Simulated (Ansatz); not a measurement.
```
Sr Ca F
1.0
     5.94794    0.00000    0.00000
     0.00000    5.94794    0.00000
     0.00000    0.00000    5.16084
Sr Ca F
2 2 8
Direct
  0.50000 0.00000 0.25000
  0.00000 0.50000 0.75000
  0.00000 0.00000 0.00000
  0.50000 0.50000 0.50000
  0.22520 0.27946 0.09891
  0.72520 0.77946 0.59891
  0.77946 0.27480 0.40109
  0.27946 0.77480 0.90109
  0.27480 0.22054 0.59891
  0.77480 0.72054 0.09891
  0.22054 0.72520 0.40109
  0.72054 0.22520 0.90109
```

Space group I-4; a structure from a database of computed crystals, not necessarily the ambient phase; started from the BPO4-82 prototype, which need not be the ambient phase.

These are results of DFT, r2SCAN+rVV10, plane waves, PAW in Ansatz 0.2.0, not measurements.

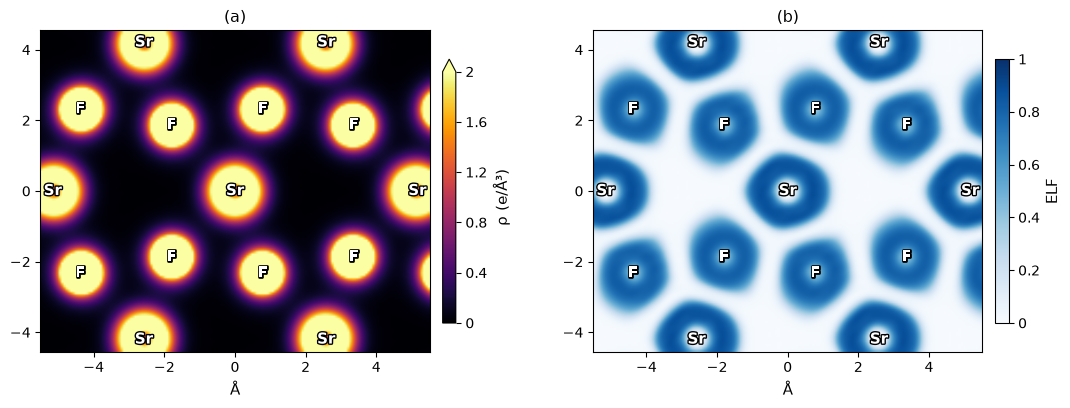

SrCaF4. (a) valence charge density (pseudo); (b) electron localisation function on the (11̄0) plane of the conventional cell.

The density is the valence pseudo-density of a PAW calculation; it isn't the true density close to the nuclei.

What do the fields say about this system?

Answer. Atoms in the plane: Sr and F.
Sr–F (2.46 Å): the density is about 0.25 e/Å³ at the midpoint; the ELF is about 0.05 at the midpoint (an ionic contact with no shared pair).
Sr–F (2.60 Å): ρ is about 0.18 e/Å³ halfway; the ELF is about 0.05 at the midpoint: an ionic contact with no shared pair.
Between the atoms the lowest density in this plane is 0.009 e/Å³.
The features right at Sr lie inside the PAW spheres, where the map follows smoothed inner orbitals and isn't to be read closely.
